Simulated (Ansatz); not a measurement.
# Si4H10 + HF: a complex and its separated parts, part 3 of 3

Ansatz 0.2.0, Gaussian basis. The steps go on from the part before.

## Step 20: Vibrations of Si4H10

vib-parta/in.yaml

```yaml
crystal:
  periodic: [false, false, false]
  atoms:
    - {symbol: Si, position_ang: [-0.462035, 0.552264, 0.561422]}
    - {symbol: Si, position_ang: [1.375710, -0.599053, 1.432839]}
    - {symbol: Si, position_ang: [-0.136142, 0.933003, -1.721395]}
    - {symbol: Si, position_ang: [-2.402610, -0.711137, 0.877486]}
    - {symbol: H, position_ang: [-0.603742, 1.860749, 1.264580]}
    - {symbol: H, position_ang: [2.627826, 0.180511, 1.238790]}
    - {symbol: H, position_ang: [1.195285, -0.860632, 2.886279]}
    - {symbol: H, position_ang: [1.513729, -1.902585, 0.728739]}
    - {symbol: H, position_ang: [-1.293589, 1.662170, -2.306171]}
    - {symbol: H, position_ang: [1.098475, 1.730689, -1.952979]}
    - {symbol: H, position_ang: [0.004598, -0.373386, -2.419530]}
    - {symbol: H, position_ang: [-2.252962, -2.019524, 0.184894]}
    - {symbol: H, position_ang: [-2.638317, -0.963786, 2.324606]}
    - {symbol: H, position_ang: [-3.587437, -0.008608, 0.315193]}
basis:
  gaussian: {orbitals: def2-TZVP}
hamiltonian: {xc: pbe0, dispersion: d4}
phonons: {temperatures: {t_min: 298.15, t_max: 900, t_step: 200}}
```

The run is started by

```console
> ansatz run in.yaml --threads 4 --pin off --events-out ev --progress --plain --max-ram 63488MiB --backend cuda --devices 0, --max-vram 37GiB
```

Output, cut to the lines that bear on the results:

```text
Functional definition: PBE0
  name "PBE0"
  cite "Adamo & Barone, J. Chem. Phys. 110, 6158 (1999) doi:10.1063/1.478522"
  cite "Perdew, Burke & Ernzerhof, Phys. Rev. Lett. 77, 3865 (1996) doi:10.1103/PhysRevLett.77.3865"
  parent pbe
[...]
1512 factors; their error is unknown
[...]
mean field -31660.65852840 eV, -1163.5077405534 hartree, gradient 2.2e-5 eV, S^2 0.000000; 0 other end points of the search recorded, 0 dependent functions left out
[...]
Atom 13 at    -3.587437    -0.008608     0.315193 Å, force    -0.000010    -0.000536     0.000234 eV/Å
Dipole moment:    -0.003529     0.028116     0.015462 e Å
Vibrations: 74.46 82.99 83.09 92.61 93.46 104.80 351.61 418.88 419.06 449.78 449.94 456.64 565.55 567.46 567.58 696.31 696.45 860.22 860.27 899.86 932.48 936.21 936.29 939.25 939.31 941.90 2191.31 2211.16 2211.38 2216.29 2222.58 2223.03 2223.17 2225.31 2225.50 2228.22 cm⁻¹, zero-point [...]
```

Wall time 48 s (1 × a share of an NVIDIA H100 with 4 threads of AMD EPYC 7R13, shared host).

Wavenumbers and character of the modes:

| mode | wavenumber (cm⁻¹) | character |
| --- | --- | --- |
| 1 | 74 | torsion |
| 2 | 83 | bend with torsion |
| 3 | 83 | bend with torsion |
| 4 | 93 | torsion |
| 5 | 93 | torsion |
| 6 | 105 | torsion |
| 7 | 352 | Si–Si stretch |
| 8 | 419 | bend with torsion |
| 9 | 419 | bend with torsion |
| 10 | 450 | Si–Si stretch |
| 11 | 450 | Si–Si stretch |
| 12 | 457 | bend |
| 13 | 566 | bend with torsion |
| 14 | 567 | bend with torsion |
| 15 | 568 | bend with torsion |
| 16 | 696 | torsion with bend |
| 17 | 696 | torsion with bend |
| 18 | 860 | bend |
| 19 | 860 | bend |
| 20 | 900 | bend |
| 21 | 932 | bend with torsion |
| 22 | 936 | bend with torsion |
| 23 | 936 | bend with torsion |
| 24 | 939 | bend with torsion |
| 25 | 939 | bend with torsion |
| 26 | 942 | bend with torsion |
| 27 | 2191 | Si–H stretch |
| 28 | 2211 | Si–H stretch |
| 29 | 2211 | Si–H stretch |
| 30 | 2216 | Si–H stretch |
| 31 | 2223 | Si–H stretch |
| 32 | 2223 | Si–H stretch |
| 33 | 2223 | Si–H stretch |
| 34 | 2225 | Si–H stretch |
| 35 | 2226 | Si–H stretch |
| 36 | 2228 | Si–H stretch |

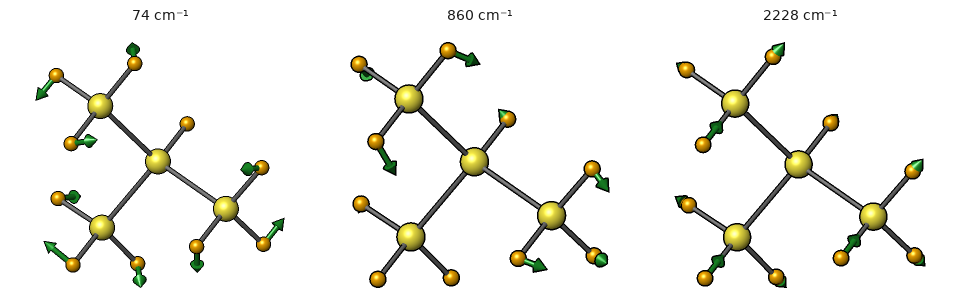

Displacements of 3 modes, as arrows.

Vibrational sums (real modes only):

| T (K) | entropy (J/mol/K) | heat capacity (J/mol/K) |
| --- | --- | --- |
| 298 | 129.2 | 123.8 |
| 498 | 205.8 | 174.4 |
| 698 | 270.2 | 207.3 |
| 898 | 325.4 | 230.7 |

## Step 21: Vibrations of HF

vib-partb/in.yaml

```yaml
crystal:
  periodic: [false, false, false]
  atoms:
    - {symbol: H, position_ang: [2.502827, 0.592895, -1.860471]}
    - {symbol: F, position_ang: [3.058284, -0.073565, -1.554284]}
basis:
  gaussian: {orbitals: def2-TZVP}
hamiltonian: {xc: pbe0, dispersion: d4}
phonons: {temperatures: {t_min: 298.15, t_max: 900, t_step: 200}}
```

The run is started by

```console
> ansatz run in.yaml --threads 4 --pin off --events-out ev --progress --plain --max-ram 63488MiB --backend cpu
```

Output, cut to the lines that bear on the results:

```text
[... 5 set-up lines as earlier in the session ...]
[...]
200 factors; their error is unknown
[...]
mean field -2731.80169996 eV, -100.3918607917 hartree, gradient 6.9e-6 eV, S^2 0.000000; 0 other end points of the search recorded, 0 dependent functions left out
[...]
reference -2731.80152282 eV, -100.3918542820 hartree; 5, 5 occupied and 32, 32 virtual orbitals, 200 factors
Total energy: -2731.80322168 eV, -100.3919167140 hartree
Atom 0 at     2.502827     0.592895    -1.860471 Å, force    -0.000917     0.001101    -0.000506 eV/Å
Atom 1 at     3.058284    -0.073565    -1.554284 Å, force     0.000917    -0.001101     0.000506 eV/Å
Dipole moment:    -0.241988     0.290348    -0.133392 e Å
Vibrations: 4153.25 cm⁻¹, zero-point energy 0.257469 eV
```

Wall time 0.75 s (4 threads of AMD EPYC 7R13, shared host).

The modes, with what each moves most:

| mode | wavenumber (cm⁻¹) | character |
| --- | --- | --- |
| 1 | 4153 | F–H stretch |

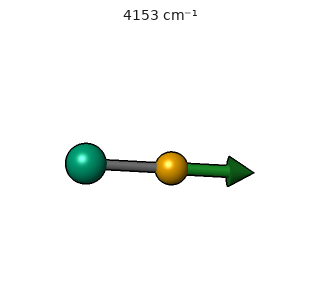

How the atoms move in 1 of the modes.

Vibrational sums (real modes only):

| T (K) | entropy (J/mol/K) | heat capacity (J/mol/K) |
| --- | --- | --- |
| 298 | 0.0 | 0.0 |
| 498 | 0.0 | 0.0 |
| 698 | 0.0 | 0.1 |
| 898 | 0.1 | 0.5 |

## Step 22: Complex less separated parts

The complex's own energies come from single points at the same levels.

Rows are in def2-TZVPP.

| method | rung | complex less parts (kJ/mol) | from CCSD(T) (kJ/mol) |
| --- | --- | --- | --- |
| SPW92 | LDA | -24.7 | -16.6 |
| PBE-D4 | GGA | -15.2 | -7.1 |
| BLYP-D4 | GGA | -12.6 | -4.5 |
| r2SCAN-D4 | meta-GGA | -12.9 | -4.8 |
| B97M-V | meta-GGA | -12.4 | -4.3 |
| PBE0-D4 | hybrid | -11.8 | -3.7 |
| B3LYP-D4 | hybrid | -11.5 | -3.4 |
| r2SCAN0-D4 | hybrid | -11.1 | -3.0 |
| BHLYP-D4 | hybrid | -10.2 | -2.1 |
| CAM-B3LYP-D4 | range-separated hybrid | -12.7 | -4.6 |
| wB97X-V | range-separated hybrid | -11.8 | -3.7 |
| wB97M-V | range-separated hybrid | -12.3 | -4.2 |
| B2PLYP | double hybrid | -7.3 | +0.8 |
| PBE-QIDH | double hybrid | -7.5 | +0.6 |
| RPA on PBE | RPA | -5.3 | +2.8 |
| Hartree-Fock | wavefunction | 3.5 | +11.6 |
| MP2 | wavefunction | -8.0 | +0.1 |
| CCSD | wavefunction | -6.2 | +1.9 |
| CCSD(T) | wavefunction | -8.1 | 0 |

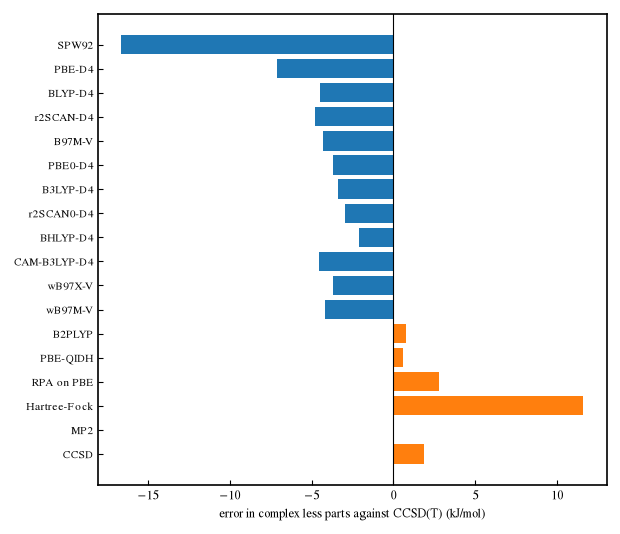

How far each level lands from CCSD(T).

The complex's zero-point energy, from a separate PBE0-D4 run, is 2.581 eV.

## Step 23: Results

The summary covers parts 1 to 3.

| quantity | value |
| --- | --- |
| complex less parts, CCSD(T)/def2-TZVPP | -8.1 kJ/mol |
| with zero-point energy | -2.8 kJ/mol |
| largest T1 diagnostic | 0.014 |

**Reading.** At CCSD(T) the complex lies 8.1 kJ/mol below its parts. Among the functionals PBE-QIDH lands nearest to CCSD(T) (+0.6 kJ/mol) and SPW92 farthest (-16.6 kJ/mol). By rung, the mean size of the error is: LDA 16.6, GGA 5.8, meta-GGA 4.6, hybrid 3.0, range-separated hybrid 4.1, double hybrid 0.7 kJ/mol. PBE-D4 gives a relative energy 7.1 kJ/mol too low, an error of 87 % of the reference. No counterpoise was applied, and triple zeta lacks some correlation, so the CCSD(T) reference has a basis error of its own, and close matches with it are partly luck.
